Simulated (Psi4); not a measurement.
# CHP (methylidynephosphane), step by step, part 2 of 2

Psi4 1.11. The steps go on from the part before.

**3. Vibrational wavenumbers at B3LYP/def2-TZVP (density fitting) (run 2)**

chp.in reads:

```
memory 1600 MB

molecule geom {
  0 1
  C      0.000000     0.000000    -0.153918
  P      0.000000     0.000000     1.379056
  H      0.000000     0.000000    -1.225138
}

set globals {
  t                          298.15
  rotational_symmetry_number 1
}

freq('b3lyp/def2-TZVP')
```

The run is started by

```
$ psi4 -n 1 chp.in chp.out
```

chp.out, cut to the lines that bear on the results:

```text
[...]
  Running in c2v symmetry.
[...]
  Nuclear repulsion =   37.079680246756887
[...]
  Multiplicity = 1
[...]
  Nalpha       = 11
  Nbeta        = 11
[...]
    Number of basis functions: 74
[...]
   @DF-RKS iter   1:  -379.66055109913481   -9.00787e-02   2.08044e-02 ADIIS/DIIS
[...]
  Running in cs symmetry.
[...]
   @DF-RKS iter  11:  -380.04054474088673   -3.06954e-12   8.12474e-09 DIIS
[...]
    Orbital Energies [Eh]
    ---------------------
    Doubly Occupied:
       1Ap   -77.063204     2Ap   -10.208050     3Ap    -6.551704
       4Ap    -4.712258     1App   -4.712258     5Ap    -4.708878
       6Ap    -0.719306     7Ap    -0.546622     8Ap    -0.365580
       2App   -0.289158     9Ap    -0.289158
[...]
  @DF-RKS Final Energy:  -380.04054474088673
   => Energetics <=
    Nuclear Repulsion Energy =             37.0796698995835214
    One-Electron Energy =                -597.2358224087439567
    Two-Electron Energy =                 203.4822767960052374
    DFT Exchange-Correlation Energy =     -23.3666690277315467
    Empirical Dispersion Energy =           0.0000000000000000
    VV10 Nonlocal Energy =                  0.0000000000000000
    Total Energy =                       -380.0405447408867303
[...]
  -Total Gradient:
     Atom            X                  Y                   Z
    ------   -----------------  -----------------  -----------------
       1        0.000000000000    -0.000129450811     0.000048183033
       2        0.000000000000     0.000053274031    -0.000003898523
       3        0.000000000000     0.000076278150    -0.000033135242
[...]
  ==> Harmonic Vibrational Analysis <==
[...]
  Freq [cm^-1]                 724.7018            724.7018           1345.4214
[...]
  IR activ [km/mol]            77.3262             77.3262              0.0950
[...]
  Freq [cm^-1]                3353.1102
[...]
  IR activ [km/mol]            15.1120
[...]
  Total E_0, Enthalpy at 0 [K]                                                         -380.02653890 [Eh]
[...]
  Total H, Enthalpy at  298.15 [K]                                                     -380.02301872 [Eh]
[...]
  Total G, Gibbs energy at  298.15 [K]                                                 -380.04735365 [Eh]
[...]
```

It took 36 s on 1 thread of AMD EPYC 7R43 (Zen 3), shared host; peak memory 0.36 GiB.

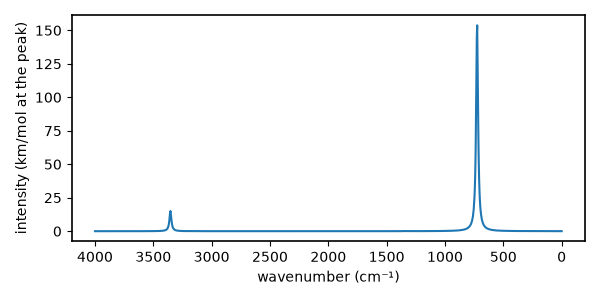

Harmonic infrared spectrum, unscaled, lines broadened by 10 cm⁻¹.

**4. The energy at MP2/def2-TZVPP (density fitting, density fitting for correlation) (run 3)**

job.dat reads:

```
memory 1600 MB

molecule {
  0 1
  C     -0.127902     0.056648    -0.063266
  P      1.145811    -0.511496     0.573033
  H     -1.016854     0.454468    -0.509381
  symmetry c1
}

set globals {
  basis def2-TZVPP
  num_frozen_docc 6
}

energy('mp2')
```

The run is started by

```
$ psi4 -n 1 job.dat job.out
```

job.out, cut to the lines that bear on the results:

```text
[...]
  Running in c1 symmetry.
[...]
  Nuclear repulsion =   37.079679748480736
[...]
  Multiplicity = 1
[...]
  Nalpha       = 11
  Nbeta        = 11
[...]
    Number of basis functions: 87
[...]
   @DF-RHF iter   1:  -379.09535161251284   -6.89919e-01   3.89047e-03 DIIS/ADIIS
[...]
   @DF-RHF iter  10:  -379.14899721661232   -1.73372e-11   8.29847e-09 DIIS
[...]
    Orbital Energies [Eh]
    ---------------------
    Doubly Occupied:
       1A    -79.946416     2A    -11.275270     3A     -7.494022
       4A     -5.386601     5A     -5.385692     6A     -5.385692
       7A     -0.966465     8A     -0.727984     9A     -0.494460
      10A     -0.383662    11A     -0.383662
[...]
  @DF-RHF Final Energy:  -379.14899721661232
   => Energetics <=
    Nuclear Repulsion Energy =             37.0796797484807357
    One-Electron Energy =                -596.7975043232695498
    Two-Electron Energy =                 180.5688273581764349
    Total Energy =                       -379.1489972166123152
[...]
 Multipole Moments:
 ------------------------------------------------------------------------------------
     Multipole            Electronic (a.u.)      Nuclear  (a.u.)        Total (a.u.)
 ------------------------------------------------------------------------------------
 L = 1.  Multiply by 2.5417464519 to convert [e a0] to [Debye]
 Dipole X            :         -1.2582917            1.3384035            0.0801118
 Dipole Y            :         -1.9119757            2.0318335            0.1198578
 Dipole Z            :          0.0000000            0.0000000            0.0000000
 Magnitude           :                                                    0.1441658
[...]
```

It took 3.6 s on 1 thread of AMD EPYC 7R43 (Zen 3), shared host; peak memory 0.21 GiB.

**5. Results**

What follows sums up all 2 parts.

| quantity | value |
| --- | --- |
| run 1, B3LYP/def2-TZVP: total energy at the end | -380.04054 Eh |
| run 1, B3LYP/def2-TZVP: dipole moment | 0.35 D |
| run 1, B3LYP/def2-TZVP: HOMO energy | -7.87 eV |
| run 1, B3LYP/def2-TZVP: LUMO energy | -1.60 eV |
| run 1, B3LYP/def2-TZVP: HOMO–LUMO gap | 6.27 eV |
| run 2, B3LYP/def2-TZVP: lowest harmonic wavenumber | 725 cm⁻¹ |
| run 2, B3LYP/def2-TZVP: highest harmonic wavenumber | 3353 cm⁻¹ |
| run 2, B3LYP/def2-TZVP: zero-point energy | 36.8 kJ/mol |
| run 2, B3LYP/def2-TZVP: ideal-gas entropy at 298.15 K (symmetry number 1 as used) | 51.2 cal/(mol K) |
| run 3, MP2/def2-TZVPP: total energy | -379.44848 Eh |
| run 3, MP2/def2-TZVPP: HOMO energy (Hartree–Fock orbitals) | -10.44 eV |
| run 3, MP2/def2-TZVPP: LUMO energy (Hartree–Fock orbitals) | 2.06 eV |
| run 3, MP2/def2-TZVPP: HOMO–LUMO gap (Hartree–Fock orbitals) | 12.50 eV |
| run 3, MP2/def2-TZVPP: correlation energy (6 core orbitals frozen) | -299.5 mEh |

The optimisation (run 1, B3LYP/def2-TZVP) took 3 steps and changed the energy by -0.011 eV. All 4 modes (run 2, B3LYP/def2-TZVP) are real, so the shape is a minimum at this level. At B3LYP/def2-TZVP: The measured dipole moment is 0.39 D (NIST CCCBDB); the computed value is 0.04 D (11 %) too low.
